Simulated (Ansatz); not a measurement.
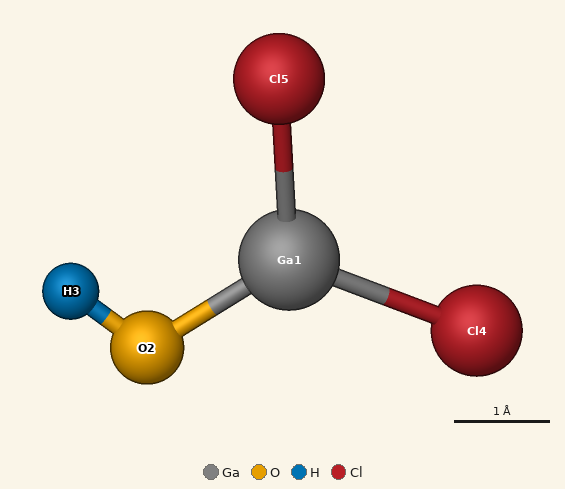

The starting structure (ball-and-stick view, seen at a tilt; atoms are numbered from 1 in the order of the input). Sticks mark near contacts. Bond lengths as drawn: Cl–Ga 2.24 Å, Ga–O 1.79 Å and H–O 1.01 Å.

**Run report: GaHCl2O, geometry relaxation**

GaHCl2O, computed with RKS PBE/def2-SVP (Ansatz 0.2.0).

It belongs to a series of runs on one base structure; here: start relaxed. Figures and captions count atoms from 1; the log counts them from 0 in places.

Output:
```
The last accepted step is kept in [file] (removed where the run ends without a failure and the disk answers)
Engine: ansatz 0.2.0, aarch64-unknown-linux-gnu
Functional definition: PBE
  parameter kappa = 0.804
  parameter beta = 0.06672455060314922
  exchange = pbe_x(kappa = kappa, mu = beta*pi^2/3)
  correlation = pbe_c(beta = beta)
946 factors; their error is unknown
mean field evaluation 1: about -79446.4028 eV, gradient 6.5e1 eV
mean field evaluation 2: about -79343.2146 eV, gradient 1.9e2 eV
mean field evaluation 4: about -79452.8082 eV, gradient 2.1e1 eV
mean field evaluation 8: about -79453.7692 eV, gradient 1.9e-1 eV
mean field evaluation 16: about -79453.7167 eV, gradient 1.3e-4 eV
mean field -79453.71665929 eV, -2919.8702315654 hartree, gradient 2.2e-5 eV, S^2 0.000000; 0 other end points of the search recorded, 0 dependent functions left out
the calculation of the forces begins
reference -79453.71669393 eV, -2919.8702328385 hartree; 37, 37 occupied and 50, 50 virtual orbitals, 946 factors
relax step   1: F+E_penalty+E_count = -79453.71665929 eV  Δ(F+E_penalty+E_count) = +0.000e0 eV  max|allowed force component| = 1.209e0 eV/Å  Δτ_max = 0.0000 Å  (27 SCF iters, accepted)
these checks for a lower state are left out or cut short: starts, cluster_reference, orbital_swaps, neighbouring_geometries, increment
946 factors; their error is unknown
mean field -79453.75583926 eV, -2919.8716714027 hartree, gradient 4.6e-5 eV, S^2 0.000000; 0 other end points of the search recorded, 0 dependent functions left out
the calculation of the forces begins
reference -79453.75587407 eV, -2919.8716726822 hartree; 37, 37 occupied and 50, 50 virtual orbitals, 946 factors
relax step   2: F+E_penalty+E_count = -79453.75583926 eV  Δ(F+E_penalty+E_count) = -3.918e-2 eV  max|allowed force component| = 2.686e0 eV/Å  Δτ_max = 0.1941 Å  (31 SCF iters, accepted)
these checks for a lower state are left out or cut short: starts, cluster_reference, orbital_swaps, neighbouring_geometries, increment
946 factors; their error is unknown
mean field -79453.88343319 eV, -2919.8763603931 hartree, gradient 1.4e-5 eV, S^2 0.000000; 0 other end points of the search recorded, 0 dependent functions left out
the calculation of the forces begins
reference -79453.88346761 eV, -2919.8763616581 hartree; 37, 37 occupied and 50, 50 virtual orbitals, 946 factors
relax step   3: F+E_penalty+E_count = -79453.88343319 eV  Δ(F+E_penalty+E_count) = -1.276e-1 eV  max|allowed force component| = 9.632e-2 eV/Å  Δτ_max = 0.0625 Å  (28 SCF iters, accepted)
these checks for a lower state are left out or cut short: starts, cluster_reference, orbital_swaps, neighbouring_geometries, increment
946 factors; their error is unknown
mean field evaluation 32: about -79453.9130 eV, gradient 2.9e0 eV
mean field -79453.88379675 eV, -2919.8763737538 hartree, gradient 4.4e-5 eV, S^2 0.000000; 0 other end points of the search recorded, 0 dependent functions left out
the calculation of the forces begins
reference -79453.88383118 eV, -2919.8763750191 hartree; 37, 37 occupied and 50, 50 virtual orbitals, 946 factors
relax step   4: F+E_penalty+E_count = -79453.88379675 eV  Δ(F+E_penalty+E_count) = -3.636e-4 eV  max|allowed force component| = 1.463e-1 eV/Å  Δτ_max = 0.0369 Å  (25 SCF iters, accepted)
these checks for a lower state are left out or cut short: starts, cluster_reference, orbital_swaps, neighbouring_geometries, increment
946 factors; their error is unknown
mean field -79453.88459875 eV, -2919.8764032266 hartree, gradient 3.4e-5 eV, S^2 0.000000; 0 other end points of the search recorded, 0 dependent functions left out
the calculation of the forces begins
reference -79453.88463317 eV, -2919.8764044917 hartree; 37, 37 occupied and 50, 50 virtual orbitals, 946 factors
relax step   5: F+E_penalty+E_count = -79453.88459875 eV  Δ(F+E_penalty+E_count) = -8.020e-4 eV  max|allowed force component| = 7.654e-3 eV/Å  Δτ_max = 0.0153 Å  (25 SCF iters, accepted)
```

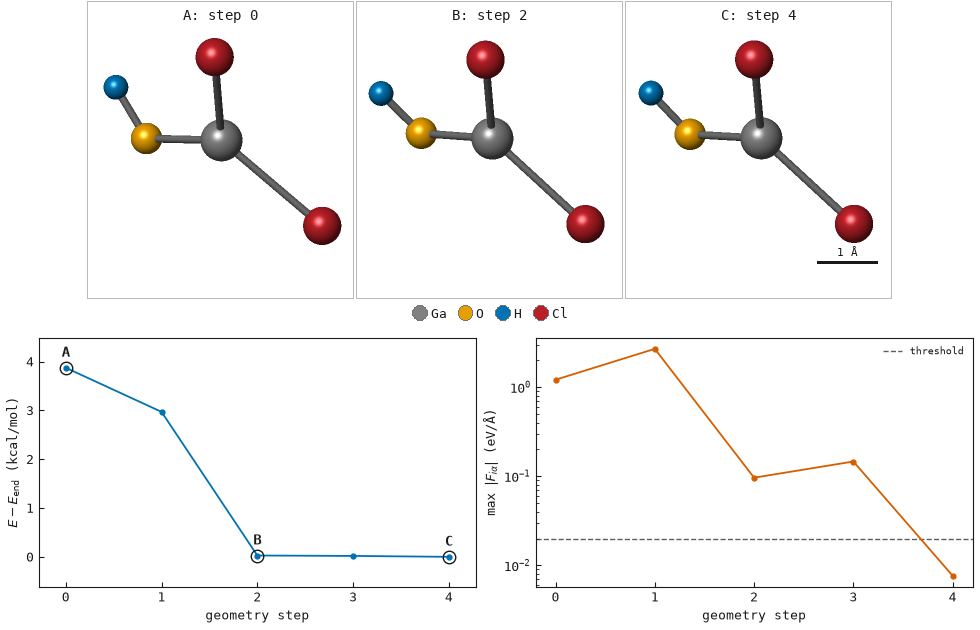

Frames of the relaxation (ball-and-stick view, seen at a tilt) above the curves, on which the letters mark them (the first geometry is step 0 here and step 1 in the log).

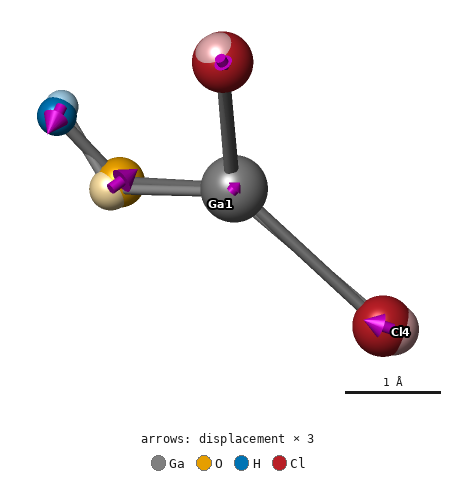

Start (faint) and end (solid) with the displacements as pink arrows, magnified 3 times (ball-and-stick view, seen at a tilt). The two geometries are laid on each other by the best rigid fit. After 4 geometry steps the energy has fallen by 3.87 kcal/mol. The largest force component goes from 1.2 to 0.0077 eV/Å. The largest moves after the best rigid fit, 0.13 Å, are those of O2 and H3. Largest moves by element: O 0.13 Å, H 0.13 Å, Cl 0.11 Å, Ga 0.05 Å. Among the contacts that change: Ga1–Cl4 2.240 → 2.137 Å, Ga1–Cl5 2.240 → 2.151 Å, O2–H3 1.010 → 0.977 Å. (Atoms are counted from 1 in the order of the input.)

```
946 factors; their error is unknown
mean field -79453.88459875 eV, -2919.8764032266 hartree, gradient 3.4e-5 eV, S^2 0.000000; 1 other end points of the search recorded, 0 dependent functions left out
the calculation of the forces begins
reference -79453.88463317 eV, -2919.8764044917 hartree; 37, 37 occupied and 50, 50 virtual orbitals, 946 factors
Total energy: -79453.88463317 eV, -2919.8764044917 hartree
Atom 0 at    -0.013977    -0.035437    -0.027434 Å, force     0.001513     0.001149    -0.007654 eV/Å
Atom 1 at     0.016332    -0.121294     1.757181 Å, force    -0.003433    -0.001989     0.004166 eV/Å
Atom 2 at    -0.890993    -0.157275     2.117353 Å, force     0.002318     0.001151     0.003445 eV/Å
Atom 3 at     1.853908     0.046658    -1.063011 Å, force    -0.001436     0.000110     0.000586 eV/Å
Atom 4 at    -1.874770    -0.014052    -1.106990 Å, force     0.001038    -0.000420    -0.000544 eV/Å
Dipole moment:    -0.267880    -0.015287     0.197716 e Å
```

Trajectory as extended XYZ (Å, eV, eV/Å), 5 frames, from step=1 to step=5:
```
5
Properties=species:S:1:pos:R:3:forces:R:3 step=1 energy=-79453.71666
Ga    0.0000    0.0000    0.0000    0.1241  -0.0138  -1.1546
O     0.0000    0.0000    1.7900   -1.1525  -0.4788   0.3887
H    -0.9095   -0.2814    2.1271    1.2088   0.4742  -0.4657
Cl    1.9398    0.0000   -1.1200   -1.1716   0.0327   0.6898
Cl   -1.9398    0.0000   -1.1200    0.9911  -0.0143   0.5419
5
Properties=species:S:1:pos:R:3:forces:R:3 step=2 energy=-79453.75584
Ga   -0.0091    0.0026   -0.0133    0.1301  -0.2053  -0.1765
O     0.0571   -0.1850    1.7752   -2.6860   0.3236   0.6060
H    -0.9373   -0.1148    2.1081    2.5597  -0.2292  -0.7367
Cl    1.8621    0.0482   -1.0842   -0.2346   0.0422   0.1272
Cl   -1.8823   -0.0324   -1.1087    0.2307   0.0686   0.1801
5
Properties=species:S:1:pos:R:3:forces:R:3 step=3 energy=-79453.88343
Ga   -0.0065   -0.0387   -0.0206   -0.0076  -0.0046  -0.0499
O     0.0122   -0.1429    1.7641   -0.0704   0.0238   0.0167
H    -0.9002   -0.1377    2.1193    0.0963  -0.0171  -0.0421
Cl    1.8518    0.0543   -1.0792   -0.0388  -0.0067   0.0542
Cl   -1.8667   -0.0165   -1.1064    0.0206   0.0046   0.0212
5
Properties=species:S:1:pos:R:3:forces:R:3 step=4 energy=-79453.88380
Ga   -0.0126   -0.0417   -0.0255   -0.0172   0.0348   0.0187
O     0.0177   -0.1065    1.7607   -0.1463  -0.0363   0.0384
H    -0.8934   -0.1683    2.1162    0.1387   0.0211  -0.0397
Cl    1.8493    0.0453   -1.0661    0.0419  -0.0058  -0.0155
Cl   -1.8704   -0.0101   -1.1082   -0.0172  -0.0137  -0.0018
5
Properties=species:S:1:pos:R:3:forces:R:3 step=5 energy=-79453.88460
Ga   -0.0140   -0.0354   -0.0274    0.0015   0.0011  -0.0077
O     0.0163   -0.1213    1.7572   -0.0034  -0.0020   0.0042
H    -0.8910   -0.1573    2.1174    0.0023   0.0012   0.0034
Cl    1.8539    0.0467   -1.0630   -0.0014   0.0001   0.0006
Cl   -1.8748   -0.0141   -1.1070    0.0010  -0.0004  -0.0005
```

The run was set up as follows.

Input:
```yaml
crystal:
  periodic: [false, false, false]
  atoms:
    - { symbol: Ga, position_ang: [0.0, 0.0, 0.0] }
    - { symbol: O, position_ang: [0.0, 0.0, 1.79] }
    - { symbol: H, position_ang: [-0.9095, -0.2814, 2.1271] }
    - { symbol: Cl, position_ang: [1.9398, 0.0, -1.12] }
    - { symbol: Cl, position_ang: [-1.9398, 0.0, -1.12] }
basis:
  gaussian: { orbitals: def2-SVP }
hamiltonian:
  xc: pbe
relax:
  f_tol: 0.02
  max_steps: 40
```

Launched with:
```bash
ansatz run input.yaml --threads 2 --pin off --max-ram 3072MiB --backend cpu --events-out ev --progress --plain --runs-dir out
```

Key numbers:

| quantity | value |
| --- | --- |
| outcome | converged |
| total energy | −79453.8846 eV |
| mean-field energy | −79453.8846 eV |
| largest force (length of the vector) at the end | 0.008 eV/Å |
| hardware | 2 threads of Arm Neoverse V1, 24 GiB of memory available, shared host |
| wall time | 8.1 s (CPU time 15 s) |
| peak memory | 0.13 GiB |
